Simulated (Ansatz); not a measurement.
# Sensitivity of the G0W0 gap of TeAs2S2 (tetradymite) (R-3m)

Aim: change settings of a G0W0 run on TeAs2S2 (tetradymite) (R-3m) and see what moves.

Calculated with Ansatz 0.2.0; G0W0 on PBE, plane waves, PAW.

The structure was built from a prototype and need not be the compound's stable phase.

### 1. Starting point

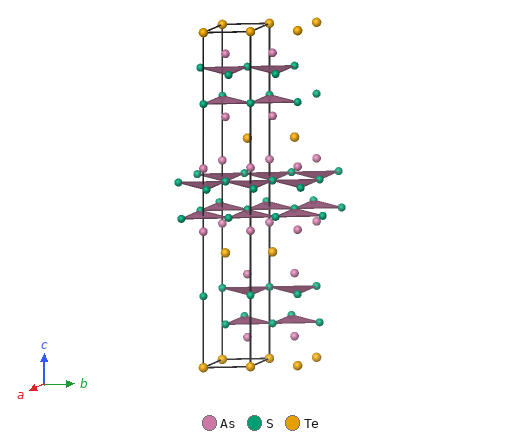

Start, viewed slightly off an axis; arsenic pink, sulfur teal, tellurium orange. 1×2×1 cells are drawn. This picture shows the conventional cell, with its axes. Bonds to atoms that aren't drawn are left out. Some periodic images of atoms are drawn too.

The structure was relaxed with PBE-D3(BJ). The structure type comes from a generator and need not be one that this composition takes. The runs that relaxed it are not among those shown. Spin-orbit coupling is left out unless a step names it. The default PAW set here is soft_2. Its files were made with PBE.

### 2. The base run: 6×6×6 mesh, 116 empty bands, screening to 60 eV

G0W0 replaces the xc potential by the self-energy, built once from these orbitals. Only a window of levels is corrected, while the sums run over the empty bands that the input names.

Contents of input.yaml:

```yaml
crystal:
  lattice:
    - [1.8797108042, 1.0852515388, 9.0251901195]
    - [-1.8797108042, 1.0852515388, 9.0251901195]
    - [0.0, -2.1705030777, 9.0251901195]
  atoms:
    - { symbol: As, position: [0.4058369195, 0.4058369195, 0.4058369195] }
    - { symbol: As, position: [0.5941630805, 0.5941630805, 0.5941630805] }
    - { symbol: S, position: [0.2131932066, 0.2131932066, 0.2131932066] }
    - { symbol: S, position: [0.7868067934, 0.7868067934, 0.7868067934] }
    - { symbol: Te, position: [0.0, 0.0, 0.0] }
kpoints:
  mp_grid: { grid: [6, 6, 6] }
hamiltonian:
  xc: pbe
scf:
  occupations: { method: fixed }
gw:
  n_empty_bands: 116
  ecut_chi: 60
  qp_bands: [v2, c2]
  qp_kpoints: band_edges
  screening: { model: contour_deformation }
```

Started as:

```console
ansatz run input.yaml --threads 3 --pin off --max-ram 64512MiB --backend cuda --events-out ev --progress --plain --runs-dir out --devices 1 --max-vram 24GiB  # rebuilt from the run's record
```

Numbers of over 12 decimals in the logs are rounded to 6 here.

The log of the run:

```text
GPUs: using 1 of 1 available (devices: 1).
Engine: ansatz 0.2.0, x86_64-unknown-linux-gnu
Pseudopotentials: kind: paw
Pseudopotential: As, paw, valence charge 15, recommended cutoff 420 eV (normal), As.paw.azcp
Pseudopotential: S, paw, valence charge 6, recommended cutoff 420 eV (normal), S.paw.azcp
Pseudopotential: Te, paw, valence charge 16, recommended cutoff 420 eV (normal), Te.paw.azcp
Functional definition: PBE
  parameter kappa = 0.804
  parameter beta = 0.066725
  exchange = pbe_x(kappa = kappa, mu = beta*pi^2/3)
  correlation = pbe_c(beta = beta)
device memory: the entry about to start is reckoned to put 2.7 GiB on a device that reports 67.0 GiB free (of which the cap on the GPU budget leaves the run 24.0 GiB)
GPU FFT provider: cuFFT
GPU libraries: cuBLAS 13.8.2, cuFFT 12.4.0, cuSOLVER 12.3.4
Crystal: 5 atoms, lattice volume = 110.466 Å³
Basis set: ecut = 420 eV, 2167 PW (Γ)
Bands: 35, of which v1, the nominal top of the filled ones, is band 29 counted from 1 (28 counted from 0)
Symmetry: 12 space group operations
Space group: R-3m (ITA 166), of the structure as read, at distance tolerance 4.8e-5 Å
k-points: 32 of 216
Non-local potential: As, projectors of the file, l = 0: 2, l = 1: 2, l = 2: 3, l = 3: 1
Non-local potential: S, projectors of the file, l = 0: 2, l = 1: 2, l = 2: 2
Non-local potential: Te, projectors of the file, l = 0: 2, l = 1: 2, l = 2: 2, l = 3: 2
PAW form: soft (Blöchl's): semilocal exchange-correlation on the pseudo side does not see the compensation charge
PAW one-centre angular grid: As, 590 points (default); XC on 64 Gauss nodes
PAW one-centre angular grid: S, 110 points (default); XC on 64 Gauss nodes
PAW one-centre angular grid: Te, 590 points (default); XC on 64 Gauss nodes
Initial density: superposition of atomic densities (neutral atoms: chi_scale 0, normalization atom), corrected by the library's trained network
Initial wavefunctions: pseudopotential atomic-orbital guess
GPU buffer pool allocated for 262144 grid points (all kernels)
GPU transforms: local potential and band sums: pruned to the plane-wave sphere, on 64×64×64
Functional: x = pbe(κ = 0.804, μ = 0.219515), c = pbe(β = 0.066725)
SCF iter   1: F=—  HF=-18496.071465 eV  |F-HF|=—  |Δ(HF+E_count)|=         —  Δρ=3.41e-3  dr2=4.50e-2  ethr=1.77e-3  ⟨swp⟩=5.0  Hψ=4009  notcnv=0  defer=115
preconditioner: auto → Resta (q_TF=auto, 2.451 Å⁻¹)  ε∞=5.4  [insulator: Δε(μ)=0.843 eV  Ē_g=8.873 eV  n_scr=30 (ndim 8)  ℏωp=18.7 eV  f_vac=0.010  ε∞_Penn≈5.4]
SCF iter   2: F=—  HF=-18496.066284 eV  |F-HF|=—  |Δ(HF+E_count)|=   5.18e-3  Δρ=1.10e-3  dr2=3.68e-3  ethr=7.76e-5  ⟨swp⟩=2.7  Hψ=1489  notcnv=0  defer=126
SCF iter   3: F=—  HF=-18496.066162 eV  |F-HF|=—  |Δ(HF+E_count)|=   1.21e-4  Δρ=6.50e-4  dr2=4.11e-4  ethr=6.35e-6  ⟨swp⟩=2.0  Hψ=1308  notcnv=0  defer=125
[...]
E_band       = -738.641116
  E_kinetic    = 595.551150
  E_local      = -5947.251449  (includes V_loc(G=0)·N_el)
  E_nonlocal   = -1593.750171
  E_hartree    = 3282.631800
  E_xc         = -476.362686
  E_vxc        = -436.525537  (∫ρ·V_xc dr)
  E_paw        = -9530.734305  (= ΣΔE_a)
  E_vpaw       = 78.074504  (= ΣTr[D̂ρ^β])
  E_aug_tail   = -0.000163  (compensation charges beyond the density's cutoff)
  E_ewald      = -4826.150587
  E_smearing   = -0.000000  (= −TS)
  E_closure    = -0.000000  (closes the sum)
  Σ components = -18496.066412   (vs F -18496.066412, Δ=0.00e0)
--- Band table (eV; the first three rows and the last of 32) ---
  k-point 0: bands = [... 25 lower, 6.9075, 8.7926, 8.7926, 8.9242, 9.8964, 9.8964, 9.9590, 11.7132, ... 2 higher]
  k-point 1: bands = [... 25 lower, 7.8336, 7.9512, 8.5842, 8.7288, 10.1914, 10.6605, 10.6784, 11.7972, ... 2 higher]
  k-point 2: bands = [... 25 lower, 6.4847, 7.5875, 8.3357, 8.5000, 10.0042, 10.7681, 11.2914, 12.3376, ... 2 higher]
  k-point 31: bands = [... 25 lower, 7.5142, 8.6816, 8.6816, 8.9062, 9.9304, 10.2162, 10.2162, 11.4042, ... 2 higher]
--- G₀W₀: contour deformation, 7 samples at zero and on the imaginary axis and 1 off it, 216 q-points, 116 empty bands' worth ---
  eigenvalues of the whole cell's RPA ε∞ on this k-mesh (on a slab, of 1 + 4πα/V) = 21.0313, 47.4041, 47.4041; static W/v taken at q = 0 is -0.003499
  gw.qp_kpoints: band_edges: 24 of 32 stored k-points solved, in 1 pass; an edge of the gap read off the rows below is read off those points alone
    valence top: of the k-points left out ik 11 came nearest to being solved in a further pass, in band 29 (counted from 1, as in the quasiparticle table): it holds the edge there only if its correction is more favourable than any solved in that band by at least 0.564 eV; those differ by 0.232 eV
    conduction bottom: of the k-points left out ik 22 came nearest to being solved in a further pass, in band 30 (counted from 1, as in the quasiparticle table): it holds the edge there only if its correction is more favourable than any solved in that band by at least 0.514 eV; those differ by 0.108 eV
    ik  band        ε_KS         Σx   Σc(E_QP)       V_xc       Z   E_QP_lin       E_QP  E_QP is
     0    28      8.7926   -15.4773     1.0484   -14.5064  0.7508     8.8699     8.8701  root
     0    29      8.9242   -16.4350     1.1000   -15.5773  0.7282     9.1655     9.1664  root
     0    30      9.8964   -11.1387    -2.6325   -14.0949  0.7491    10.2217    10.2201  root
     0    31      9.8964   -11.1387    -2.6325   -14.0949  0.7491    10.2217    10.2201  root
     1    28      8.5842   -15.8062     1.3211   -14.5637  0.7445     8.6627     8.6629  root
     1    29      8.7288   -16.4968     1.1828   -15.5209  0.7383     8.9350     8.9358  root
     1    30     10.1914   -11.3446    -2.9905   -14.7056  0.7401    10.5661    10.5619  root
     1    31     10.6605   -11.4396    -2.9991   -14.8105  0.7347    11.0361    11.0322  root
[...]
31    28      8.6816   -15.3537     1.0687   -14.3612  0.7487     8.7577     8.7578  root
    31    29      8.9062   -17.3041     1.5376   -16.0057  0.7246     9.1444     9.1454  root
    31    30      9.9304   -10.8326    -3.2730   -14.4958  0.7586    10.3238    10.3206  root
    31    31     10.2162   -11.2746    -2.8156   -14.4322  0.7423    10.5610    10.5583  root
[key lines of the parts left out:]
SCF converged after 7 iterations
Free energy (F): -18496.066412 eV
Fermi energy:    8.963115 eV
```

Elapsed: 59 s, on 1 × NVIDIA H100 80GB HBM3 (shared by 3 runs) with 3 threads of AMD EPYC 7R13 (Zen 3), shared host; peak memory 1.4 GiB; 1.8 min of CPU time.

The column dr2 measures how far the density is from self-consistency, as an energy; F and HF (Harris–Foulkes) agree once it is small.

Numbers from this step:

| Item | Value |
| --- | --- |
| bands summed | 145 |
| RPA ε∞ on this mesh (eigenvalues) | 21.03, 47.40, 47.40 |
| plane waves in the screening matrix | 125 |
| q-points in the mesh | 216 |
| G0W0 gap on the mesh | 0.8932 eV |
| k of the valence top | 0.3333, 0.3333, -0.5 |
| k of the conduction bottom | 0, 0, -0.5 |
| starting gap on the mesh | 0.8178 eV |
| Z at the valence top | 0.7358 |
| Z at the conduction bottom | 0.7592 |
| least direct G0W0 gap on the computed points | 0.9763 eV |

The gap on the mesh goes from 0.82 eV to 0.89 eV, a correction of +0.08 eV. Between the two edge states, bare exchange in place of the xc potential would open the gap by 4.08 eV, and correlation takes back 4.01 eV.

### 3. Variant: static remainder

This step: G0W0 on PBE, plane waves, norm-conserving pseudopotentials.

Edit input.yaml of step 2 so:

```diff
@@ -12,5 +12,6 @@
 kpoints:
-  mp_grid: { grid: [6, 6, 6] }
+  mp_grid: { grid: [4, 4, 4] }
 hamiltonian:
   xc: pbe
+  pseudopotentials: { kind: nc }
 scf:
@@ -19,3 +20,3 @@
   n_empty_bands: 116
-  ecut_chi: 60
+  ecut_chi: 100
   qp_bands: [v2, c2]
@@ -23 +24,2 @@
   screening: { model: contour_deformation }
+  static_remainder: true
```

The log of the run:

```text
Warning: gw takes pair_densities: pseudo, which can misplace gaps by tens of per cent, since gw.static_remainder lacks the terms of the atoms
GPUs: using 1 of 1 available (devices: 1).
[...]
GPU FFT provider: cuFFT
GPU libraries: cuBLAS 13.8.2, cuFFT 12.4.0, cuSOLVER 12.3.4
Crystal: 5 atoms, lattice volume = 110.466 Å³
Basis set: ecut = 1142.878222 eV, 9691 PW (Γ)
Bands: 35, of which v1, the nominal top of the filled ones, is band 29 counted from 1 (28 counted from 0)
[... 1 set-up line as in the run before ...]
[...]
k-points: 13 of 64
[...]
GPU buffer pool allocated for 1259712 grid points (all kernels)
[...]
SCF iter   1: F=—  HF=-9224.240715 eV  |F-HF|=—  |Δ(HF+E_count)|=         —  Δρ=4.03e-2  dr2=1.47e1  ethr=3.10e-3  ⟨swp⟩=5.0  Hψ=1622  notcnv=0  defer=42
[...]
SCF iter   9: F=-9222.414499 eV  HF=-9222.414499 eV  |F-HF|=1.61e-8  |Δ(HF+E_count)|=   2.62e-7  Δρ=2.36e-6  dr2=1.13e-8  ethr=1.72e-10  ⟨swp⟩=12.0  Hψ=1833  notcnv=0
SCF 1 converged in 9 iterations: F = -9222.414499 eV  dr2 = 1.13e-8
[...]
NSCF: frozen V_eff on 13 k-points
[...]
G₀W₀ screening: q 1/13
[... further progress lines ...]
[...]
SCF converged after 9 iterations
Free energy (F): -9222.414499 eV
[...]
Internal energy: -9222.414499 eV  (E = F + TS)
E sigma→0 (E₀):  -9222.414499 eV
Fermi energy:    9.155805 eV
[...]
--- Band table (eV; the first three rows and the last of 13) ---
  k-point 0: bands = [... 25 lower, 7.1093, 8.9996, 8.9996, 9.1269, 10.0933, 10.0933, 10.1595, 11.9159, ... 2 higher]
  k-point 1: bands = [... 25 lower, 7.3673, 8.1689, 8.6722, 8.8918, 10.4016, 10.9729, 11.0121, 12.4413, ... 2 higher]
  k-point 2: bands = [... 25 lower, 5.9924, 6.9030, 8.4009, 8.6575, 9.9823, 10.8570, 12.2512, 12.6030, ... 2 higher]
  k-point 12: bands = [... 25 lower, 7.7212, 8.8879, 8.8879, 9.1047, 10.1330, 10.4125, 10.4125, 11.6086, ... 2 higher]
[...]
static-remainder magnitude (band-truncation diagnostic): 0.8388 eV
[...]
0    28      8.9996   -14.5048     1.2148   -12.5799  0.7467     8.2801     8.2895  root
     0    29      9.1269   -14.8079     1.0264   -13.3564  0.7230     8.6984     8.7018  root
     0    30     10.0933   -10.0414    -2.8189   -12.4540  0.7456     9.6889     9.6870  root
     0    31     10.0933   -10.0414    -2.8189   -12.4540  0.7456     9.6889     9.6870  root
     1    28      8.6722   -14.8044     1.5383   -12.6124  0.7390     8.0083     8.0184  root
     1    29      8.8918   -14.5412     0.8787   -13.1187  0.7344     8.3411     8.3479  root
     1    30     10.4016    -9.5243    -3.2750   -12.4004  0.7450    10.0051    10.0026  root
     1    31     10.9729    -9.9285    -3.3257   -12.8553  0.7374    10.5769    10.5741  root
[...]
12    28      8.8879   -14.5057     1.2888   -12.5067  0.7444     8.1663     8.1778  root
    12    29      9.1047   -15.4813     1.3743   -13.6495  0.7197     8.6428     8.6472  root
    12    30     10.1330    -9.7452    -3.4008   -12.6315  0.7543     9.6224     9.6185  root
    12    31     10.4125    -9.9811    -3.0583   -12.6554  0.7379    10.0309    10.0285  root
```

It took 18 s on 1 × NVIDIA H100 80GB HBM3 (shared by 3 runs) with 3 threads; peak memory 1.7 GiB; 29 s of CPU time.

Against the base:

```csv
setting,base,variant
files,default PAW,norm-conserving
mesh,6×6×6,4×4×4
screening cutoff (eV),60,100
static remainder,-,true
```

```csv
quantity,variant,base
starting gap on the mesh,0.826,0.818
G0W0 gap on the mesh,0.869,0.893
least direct G0W0 gap on the computed points,0.933,0.976
Z at the valence top,0.723,0.736
Z at the conduction bottom,0.757,0.759
```

### 4. What came out

| Item | Value |
| --- | --- |
| base | 0.89 eV, 59 s |
| static remainder | 0.87 eV, 18 s |

**Reading.** Static remainder: the gap moves by −0.02 eV and the time by a factor of 0.30 (the plane-wave cutoff goes from 420 to 1142.88 eV); such settings are too crude to quote. The variant differs from the base in files, mesh, screening cutoff and static remainder together, so the change can't be laid to one of them. This option needs pseudo pair densities, which the log warns can misplace gaps. All runs here use a coarse mesh and modest cutoffs; they test settings and are not final values. The RPA ε∞ on this mesh reaches over 25; with a narrow direct gap a coarse mesh can overstate it, and the correction is then too small. The many-body steps are scalar-relativistic: spin-orbit coupling is not in them.

[Paths, hosts, dates, memory and timing lines, banners, echoed tables and standing remarks are left out of the program output.]

[Logs are printed without paths, hosts, clocks, repeated set-up lines and the standing remarks that a program may print on its own settings, such as how far it seeks lower states.]

[Runs of the session that timed out or met a known fault of the program may be left out.]

[Cells called generated may have been cut or substituted from an entry of the Crystallography Open Database or the Materials Project.]

[Hosts, paths, dates, database ids (printed as entryN), source tags and the programs' standing remarks are cut or masked in the printed files.]
